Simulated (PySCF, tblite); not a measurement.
# C₇H₁₀O: a rotation path, then NMR shifts on frames

Aim: move C₇H₁₀O (`C#C/C(=C/CC)CO`) away from its starting geometry and see how NMR shifts follow the geometry.

Programs: tblite 0.8.0 and PySCF 2.14.0, with density-fitted response routines of our own. Each step states its level of theory. These are calculated values for one molecule in the gas phase, unless marked as measured. Atoms are numbered from 0 throughout.

## Step 1: The molecule as given

18 atoms, charge 0, multiplicity 1; geometry from: GFN2-xTB.

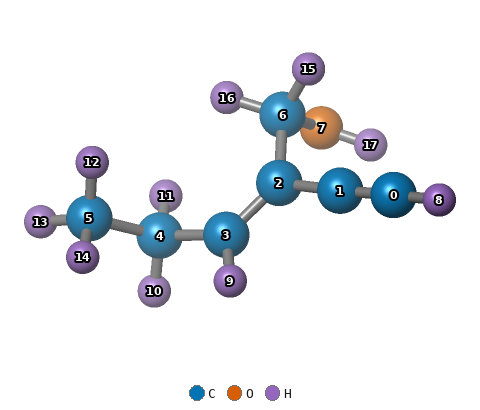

The starting geometry (carbon blue, oxygen orange, hydrogen purple), atoms numbered; sticks join atoms by distance.

## Step 2: The rotation path with GFN2-xTB

The job: settings as JSON, then the geometry in Å.

```
{"job": {"kind": "neb", "xc": "GFN2-xTB", "basis": "xTB", "atoms": [1, 2, 6, 7], "turn": 120}, "charge": 0, "multiplicity": 1}
C     -2.758359     1.334172    -1.570895
C     -1.843135     0.794164    -1.010731
C     -0.807511     0.104109    -0.331359
C      0.472189     0.383453    -0.594317
C      1.671105    -0.266522     0.012319
C      2.357828     0.680744     0.999203
C     -1.287597    -0.966431     0.627116
O     -1.455504    -2.220587    -0.002660
H     -3.538187     1.829658    -2.068191
H      0.686165     1.176272    -1.301479
H      2.374477    -0.510215    -0.788398
H      1.401181    -1.195185     0.514288
H      1.692358     0.914451     1.827364
H      3.260207     0.223114     1.397105
H      2.631108     1.611996     0.507559
H     -2.233759    -0.639675     1.084977
H     -0.558964    -1.132743     1.422029
H     -2.072362    -2.114457    -0.735587
```

Level: GFN2-xTB climbing-image nudged elastic band, gas phase.

Run with:

```sh
$ OMP_NUM_THREADS=1 python probes_run.py task.json out
```

This one command runs all jobs of the session in turn.

The program printed:

```text
image   E - E0 / eV
  0       0.0000
  1      -0.0075
  2      -0.0003
  3       0.0403
  4       0.0991
  5       0.1366
  6       0.1085
  7       0.0466
  8       0.0197
```

It took 23 s on 1 thread, shared host.

The final band, with the dihedral C1–C2–C6–O7:

```
image  dihedral (°)  energy (eV)  energy (kcal/mol)
    0            88        0.000                0.0
    1           109       -0.008               -0.2
    2           131        0.000                0.0
    3           152        0.040                0.9
    4           174        0.099                2.3
    5           195        0.137                3.2
    6           214        0.109                2.5
    7           233        0.047                1.1
    8           251        0.020                0.5
```

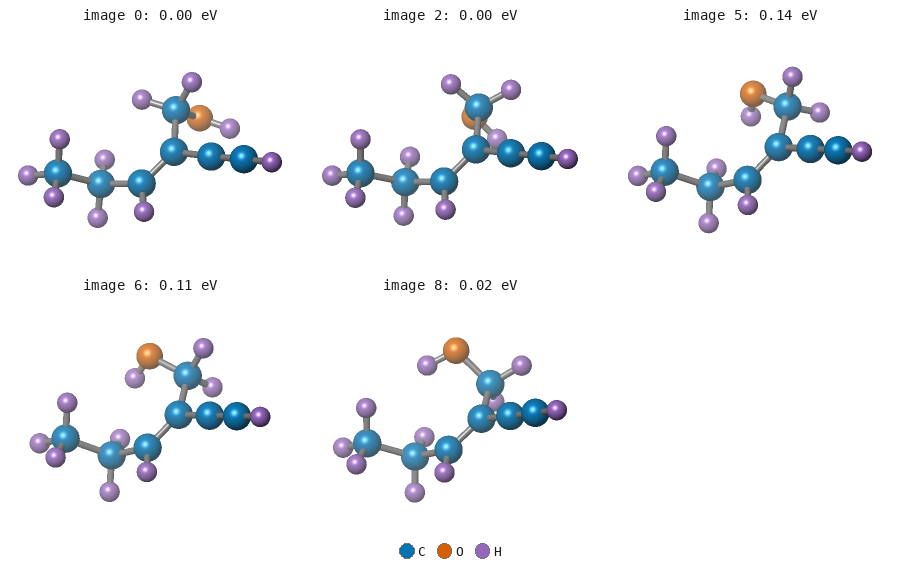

Images along the band.

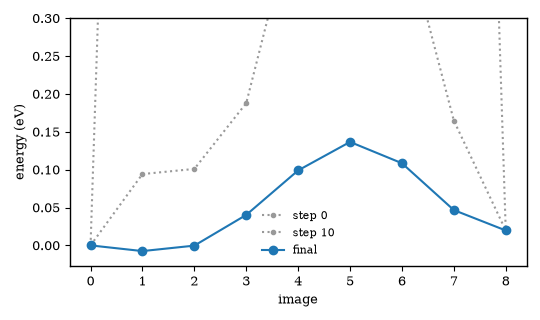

Energy along the band, early and final.

## Step 3: Shielding tensors: image 0, PBE0/pcSseg-1

The job: settings as JSON, then the geometry in Å.

```
{"job": {"kind": "nmr", "xc": "PBE0", "basis": "pcSseg-1", "pop": false}, "charge": 0, "multiplicity": 1}
C     -2.758400     1.334200    -1.570900
C     -1.843100     0.794200    -1.010700
C     -0.807500     0.104100    -0.331400
C      0.472200     0.383500    -0.594300
C      1.671100    -0.266500     0.012300
C      2.357800     0.680700     0.999200
C     -1.287600    -0.966400     0.627100
O     -1.455500    -2.220600    -0.002700
H     -3.538200     1.829700    -2.068200
H      0.686200     1.176300    -1.301500
H      2.374500    -0.510200    -0.788400
H      1.401200    -1.195200     0.514300
H      1.692400     0.914500     1.827400
H      3.260200     0.223100     1.397100
H      2.631100     1.612000     0.507600
H     -2.233800    -0.639700     1.085000
H     -0.559000    -1.132700     1.422000
H     -2.072400    -2.114500    -0.735600
```

Level: GIAO PBE0/pcSseg-1 NMR shielding, non-relativistic, gas phase.

The program printed:

```text
coarse grid: 14888 points
cycle   1  E = -347.2767910195  dE =  1.030e+00  |g| = 6.853e-01  |ddm| = 3.899e+00
cycle   2  E = -347.2268386864  dE =  4.995e-02  |g| = 8.846e-01  |ddm| = 1.444e+00
cycle   3  E = -347.3708375664  dE = -1.440e-01  |g| = 1.097e-01  |ddm| = 8.871e-01
cycle   4  E = -347.3730476582  dE = -2.210e-03  |g| = 4.204e-02  |ddm| = 1.388e-01
cycle   5  E = -347.3733278047  dE = -2.801e-04  |g| = 2.665e-02  |ddm| = 5.058e-02
cycle   6  E = -347.3734962451  dE = -1.684e-04  |g| = 4.152e-03  |ddm| = 2.123e-02
cycle   7  E = -347.3735000346  dE = -3.789e-06  |g| = 1.306e-03  |ddm| = 3.985e-03
final grid: 143384 points
cycle   8  E = -347.4341675144  dE = -4.479e-05  |g| = 9.962e-03  |ddm| = 5.687e-02
cycle   9  E = -347.4341557968  dE =  1.172e-05  |g| = 1.279e-02  |ddm| = 1.911e-02
cycle  10  E = -347.4341892711  dE = -3.347e-05  |g| = 1.509e-03  |ddm| = 1.089e-02
cycle  11  E = -347.4341896964  dE = -4.253e-07  |g| = 4.417e-04  |ddm| = 1.408e-03
cycle  12  E = -347.4341897309  dE = -3.457e-08  |g| = 2.342e-04  |ddm| = 4.972e-04
cycle  13  E = -347.4341897443  dE = -1.334e-08  |g| = 4.073e-05  |ddm| = 2.021e-04
cycle  14  E = -347.4341897447  dE = -3.787e-10  |g| = 9.477e-06  |ddm| = 4.725e-05
converged SCF energy = -347.4341897447

GIAO shielding tensors (ppm)
atom      isotropic    diamagn.    paramagn.     s11        s22        s33       span
  0 C      102.008     259.677    -157.669     42.281     53.138    210.605    168.324
  1 C       95.920     251.896    -155.977    -12.069      2.780    297.048    309.117
  2 C       59.605     260.094    -200.490    -46.194     73.824    151.183    197.377
  3 C       29.367     255.383    -226.016    -92.633     35.451    145.282    237.915
  4 C      159.893     247.632     -87.740    143.373    166.200    170.105     26.732
  5 C      170.510     246.307     -75.797    158.632    166.492    186.405     27.773
  6 C      120.844     239.932    -119.088     95.606    113.047    153.879     58.274
  7 O      288.528     387.348     -98.820    259.982    285.144    320.459     60.476
  8 H       29.129      34.359      -5.230     24.948     25.247     37.192     12.244
  9 H       24.984      33.083      -8.100     21.928     23.754     29.269      7.341
 10 H       29.590      29.883      -0.293     25.226     27.930     35.614     10.388
 11 H       28.976      31.746      -2.771     24.438     29.238     33.251      8.813
 12 H       30.940      29.866       1.074     26.608     30.056     36.158      9.550
 13 H       30.461      27.480       2.982     26.165     27.394     37.826     11.661
 14 H       30.661      28.950       1.711     26.697     28.826     36.461      9.764
 15 H       27.326      28.587      -1.261     23.625     26.768     31.586      7.961
 16 H       27.199      29.813      -2.614     23.840     27.469     30.287      6.447
 17 H       30.914      31.053      -0.139     22.001     29.479     41.262     19.261
```

Wall time 1.8 min (1 thread, shared host).

Shifts follow as δ = σ(reference) − σ, with reference shieldings (ppm) from runs at the same level and on the same kind of geometry: 1H TMS 31.72, 13C TMS 186.9, 17O H2O 336.1. The references are single molecules in the gas phase, so shifts against H2O, NH3, PH3, H3PO4 or CFCl3 are not on the usual liquid scales and can be off by tens of ppm. Each atom is listed at this fixed geometry, with no averaging over motion; a spectrum would average atoms that exchange fast.

| atoms | environment | σ (ppm) | δ (ppm) |
| --- | --- | --- | --- |
| C3 | alkene CH | 29.4 | 157.6 |
| C2 | fully substituted alkene carbon | 59.6 | 127.3 |
| C1 | alkyne carbon | 95.9 | 91.0 |
| C0 | terminal alkyne carbon | 102.0 | 84.9 |
| C6 | allylic sp3 CH2 bonded to O | 120.8 | 66.1 |
| C4 | allylic sp3 CH2 | 159.9 | 27.0 |
| C5 | methyl carbon | 170.5 | 16.4 |
| H9 | hydrogen on an alkene CH | 24.98 | 6.73 |
| H16 | hydrogen on an allylic sp3 CH2 bonded to O | 27.20 | 4.52 |
| H15 | hydrogen on an allylic sp3 CH2 bonded to O | 27.33 | 4.39 |
| H11 | hydrogen on an allylic sp3 CH2 | 28.98 | 2.74 |
| H8 | hydrogen on a terminal alkyne carbon | 29.13 | 2.59 |
| H10 | hydrogen on an allylic sp3 CH2 | 29.59 | 2.13 |
| H13 | hydrogen on a methyl carbon | 30.46 | 1.26 |
| H14 | hydrogen on a methyl carbon | 30.66 | 1.06 |
| H17 | hydrogen on an alcohol oxygen | 30.91 | 0.80 |
| H12 | hydrogen on a methyl carbon | 30.94 | 0.78 |
| O7 | alcohol oxygen | 288.5 | 47.6 |

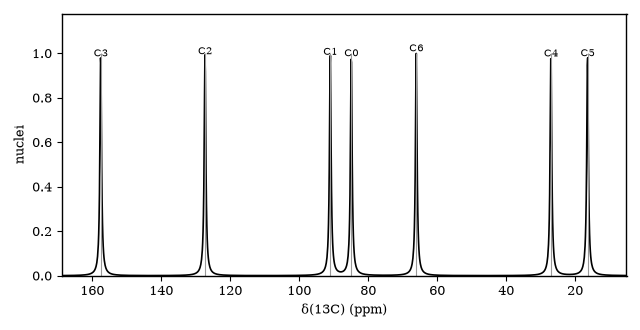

13C lines at the computed shifts, without couplings. Lines are broadened to a width of 0.56 ppm (Lorentzian).

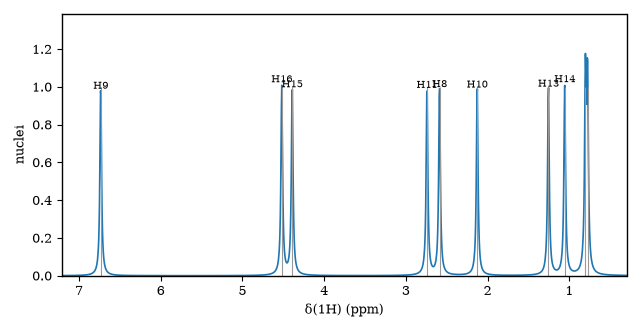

1H lines at the computed shifts, without couplings. Lines are broadened to a width of 0.02 ppm (Lorentzian).

Orbitals, density, ELF and potential are computed afterwards from the orbital file.

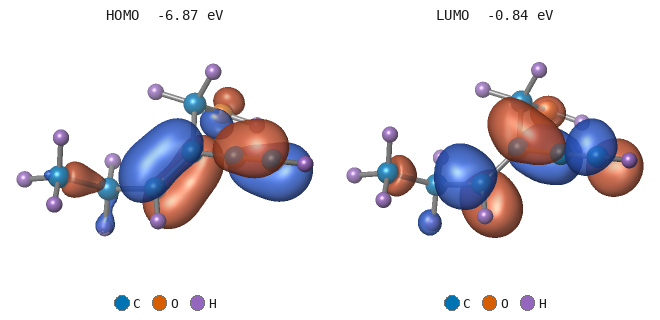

PBE0/pcSseg-1 orbitals near the gap, drawn at the value that encloses 70 % of each; the two colours are the two signs.

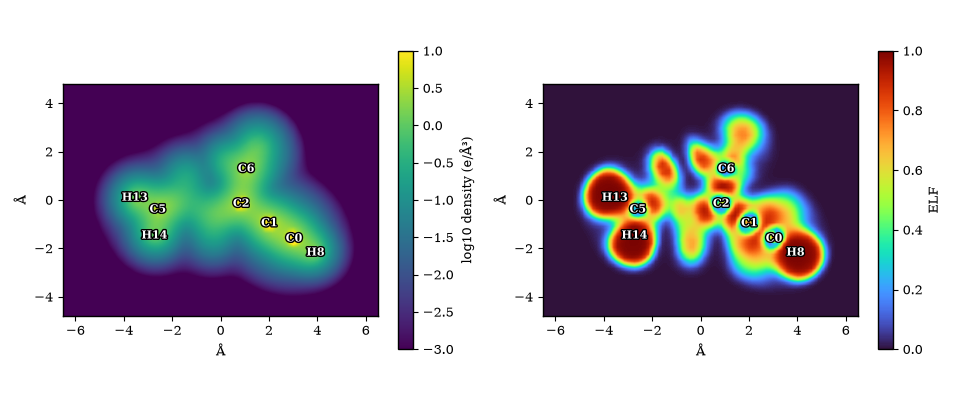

Density (left) and ELF (right) in a plane through or near 8 of the atoms.

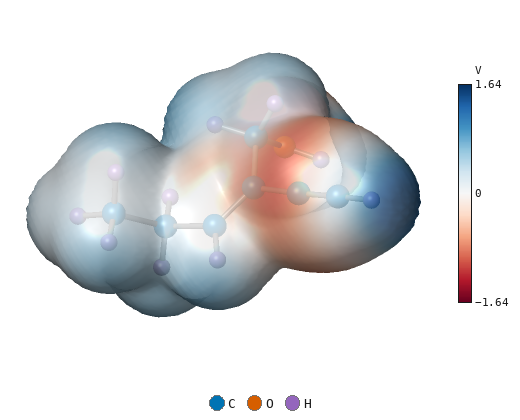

The potential that a unit positive charge feels on the 0.002 e/bohr³ surface, from the 1st to the 99th percentile, from -1.55 V near O7 to 1.64 V near H17.

## Step 4: Nuclear shieldings: image 2, PBE0/pcSseg-1

The job: settings as JSON, then the geometry in Å.

```
{"job": {"kind": "nmr", "xc": "PBE0", "basis": "pcSseg-1", "pop": false}, "charge": 0, "multiplicity": 1}
C     -2.786300     1.565300    -1.483000
C     -1.907000     0.941700    -0.953400
C     -0.895500     0.166000    -0.335300
C      0.390600     0.394000    -0.618800
C      1.564100    -0.332600    -0.049400
C      2.336300     0.564200     0.920700
C     -1.400000    -0.904700     0.613400
O     -0.836000    -2.181100     0.400400
H     -3.542800     2.124200    -1.947100
H      0.625800     1.195100    -1.309700
H      2.229000    -0.619300    -0.869700
H      1.244100    -1.236400     0.467000
H      1.711400     0.825100     1.771900
H      3.220000     0.046800     1.286500
H      2.650100     1.483200     0.429900
H     -2.496400    -0.956500     0.540900
H     -1.140800    -0.639600     1.643700
H     -0.975400    -2.429100    -0.519900
```

With the program's defaults for keys left out, this is: GIAO PBE0/pcSseg-1 NMR shielding, non-relativistic, gas phase.

The program printed:

```text
coarse grid: 14888 points
cycle   1  E = -347.2778695650  dE =  1.035e+00  |g| = 6.800e-01  |ddm| = 3.914e+00
cycle   2  E = -347.2290384232  dE =  4.883e-02  |g| = 8.761e-01  |ddm| = 1.497e+00
cycle   3  E = -347.3703462745  dE = -1.413e-01  |g| = 1.139e-01  |ddm| = 9.140e-01
cycle   4  E = -347.3727272068  dE = -2.381e-03  |g| = 4.547e-02  |ddm| = 1.469e-01
cycle   5  E = -347.3730966110  dE = -3.694e-04  |g| = 2.553e-02  |ddm| = 5.312e-02
cycle   6  E = -347.3732472614  dE = -1.507e-04  |g| = 4.755e-03  |ddm| = 2.088e-02
cycle   7  E = -347.3732517991  dE = -4.538e-06  |g| = 2.140e-03  |ddm| = 4.987e-03
final grid: 143384 points
cycle   8  E = -347.4340337367  dE = -4.320e-05  |g| = 9.411e-03  |ddm| = 6.053e-02
cycle   9  E = -347.4340212176  dE =  1.252e-05  |g| = 1.241e-02  |ddm| = 1.953e-02
cycle  10  E = -347.4340532829  dE = -3.207e-05  |g| = 1.567e-03  |ddm| = 1.113e-02
cycle  11  E = -347.4340538316  dE = -5.486e-07  |g| = 3.903e-04  |ddm| = 1.502e-03
cycle  12  E = -347.4340538636  dE = -3.203e-08  |g| = 1.980e-04  |ddm| = 4.950e-04
cycle  13  E = -347.4340538721  dE = -8.488e-09  |g| = 6.077e-05  |ddm| = 1.786e-04
cycle  14  E = -347.4340538729  dE = -8.333e-10  |g| = 1.967e-05  |ddm| = 6.745e-05
converged SCF energy = -347.4340538729

GIAO shielding tensors (ppm)
atom      isotropic    diamagn.    paramagn.     s11        s22        s33       span
  0 C      101.614     259.285    -157.671     46.140     52.408    206.295    160.155
  1 C       96.689     251.074    -154.385    -12.483      2.910    299.641    312.124
  2 C       59.396     260.732    -201.336    -43.674     72.736    149.126    192.800
  3 C       26.825     255.202    -228.376    -97.959     32.329    146.106    244.066
  4 C      160.054     247.988     -87.934    143.519    166.876    169.768     26.249
  5 C      171.382     246.275     -74.893    160.601    167.520    186.026     25.426
  6 C      117.977     238.466    -120.489     90.095    111.430    152.406     62.311
  7 O      285.422     388.665    -103.243    233.033    289.112    334.121    101.089
  8 H       29.099      34.232      -5.132     25.132     25.248     36.918     11.787
  9 H       24.901      33.157      -8.256     21.701     23.949     29.053      7.352
 10 H       29.769      30.201      -0.432     25.435     28.311     35.562     10.128
 11 H       27.933      31.345      -3.412     21.837     27.542     34.419     12.582
 12 H       30.808      29.942       0.866     26.328     29.890     36.206      9.878
 13 H       30.483      27.682       2.800     26.190     27.542     37.716     11.525
 14 H       30.735      29.096       1.639     26.805     28.807     36.594      9.789
 15 H       27.084      28.118      -1.034     21.886     27.474     31.892     10.006
 16 H       27.007      28.202      -1.195     24.594     26.459     29.969      5.375
 17 H       31.288      31.859      -0.571     23.935     28.676     41.254     17.319
```

Run time: 80 s. Hardware: 1 thread, shared host.

Key values: δ C3 160.1, C2 127.5, C1 90.2, C0 85.3, H9 6.82, H16 4.71 ppm.

[end of part 1 of 2]
